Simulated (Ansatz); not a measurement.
**CH$_{8}$OSi$_{3}$ (SMILES O=C[SiH]([SiH3])[SiH3]): density, localisation and related maps**

```xyz
13

O    -2.0346    1.3952   -0.3063
C    -1.0029    1.5745   -0.8662
Si    0.3315    0.3914   -0.4831
Si    0.8555    0.4538    1.7659
Si   -0.3167   -1.7355   -0.9724
H    -0.7830    2.3930   -1.5915
H     1.6261    0.7360   -1.2383
H     1.2111    1.8332    2.1812
H     1.9240   -0.4410    2.1337
H    -0.3833    0.0076    2.6015
H    -0.6881   -1.8361   -2.3732
H    -1.4615   -2.1475   -0.1172
H     0.7424   -2.6592   -0.7191
```

Level of theory: SCF B3LYP, Gaussian basis in Ansatz 0.2.0.

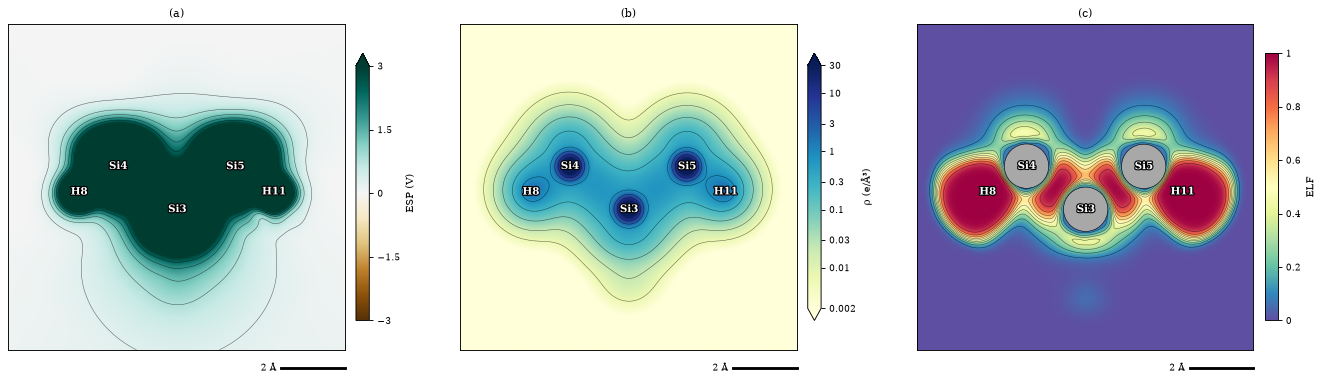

Figure 1. (a) molecular electrostatic potential; (b) electron density; (c) ELF on the plane of atoms Si3, Si5 and H11. Grey discs cover the atomic cores in the ELF map.

Describe what can be read from this map.

Answer.
- Atoms in the plane: Si and H.
- Si–Si (2.28 Å): the density is about 0.69 e/Å³ at the midpoint; the ELF peaks at about 1 between the atoms (localised, covalent bonding).
- Si–H (1.45 Å): the density is about 0.8 e/Å³ at the midpoint; the ELF climbs to about 1 towards the hydrogen, as it does in any bond to H.
- The potential has no marked negative region in this plane.

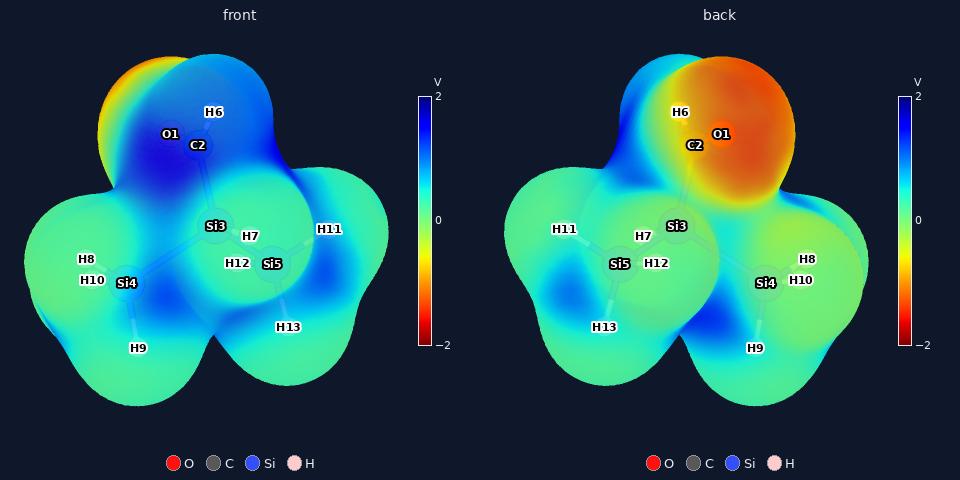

Figure 2. The electrostatic potential painted on the density surface at 0.002 e/bohr³, seen from the front and from behind; red is negative and blue positive.

Which sites attract a positive test charge, and which a negative one?

Answer. A positive charge is drawn to the negative regions and a negative charge to the positive ones. The most negative region (about −1.3 V) lies over O1, the most positive (about +1.5 V) over C2 and Si3. O1 is the likeliest acceptor of a hydrogen bond.

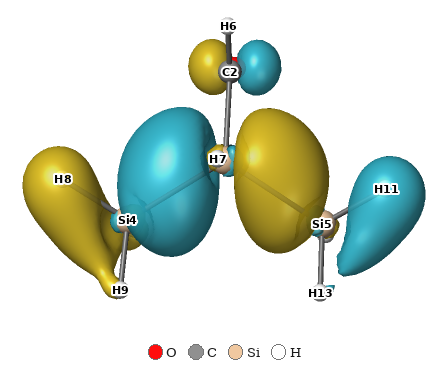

Figure 3. The HOMO−1 at ±0.1 Å⁻³ᐟ² (yellow and cyan are the two phases), seen across its widest extent.

What is the character of this orbital?

Answer. By Hirshfeld shares it lies mainly on Si3 (about 30 %), Si4 (about 25 %) and Si5 (about 20 %). Its energy is −8.02 eV.
